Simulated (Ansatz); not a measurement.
```yaml
atoms:
  - { symbol: B, position_ang: [0.0967, 0.8333, -0.3002] }
  - { symbol: B, position_ang: [-1.2967, -0.2991, -0.3302] }
  - { symbol: B, position_ang: [0.1273, -0.7529, -1.1405] }
  - { symbol: As, position_ang: [-1.1344, 1.1014, 1.2165] }
  - { symbol: As, position_ang: [1.9220, 0.1166, -0.5187] }
  - { symbol: As, position_ang: [0.2851, -0.9994, 1.0731] }
```

Geometry: r2SCAN-D4/def2-SVP.

These are results of UKS PBE0-D4/def2-TZVP in Ansatz, not measurements.

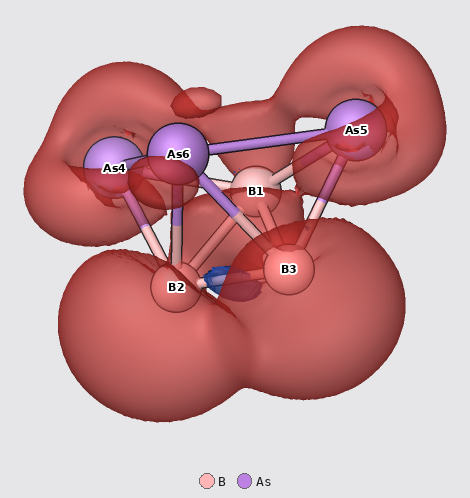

As$_{3}$B$_{3}$ (triplet). Isosurfaces of the spin density (α minus β) at +0.015 (red) and −0.015 e/Å³ (blue), seen at a tilt.

**Describe the spin distribution.**

The unpaired spin (2 electrons) lies mostly on B2 (about 0.7), B3 (about 0.7), As4 (about 0.2), As5 (about 0.2) and B1 (about 0.1), in electrons by Hirshfeld's partition.
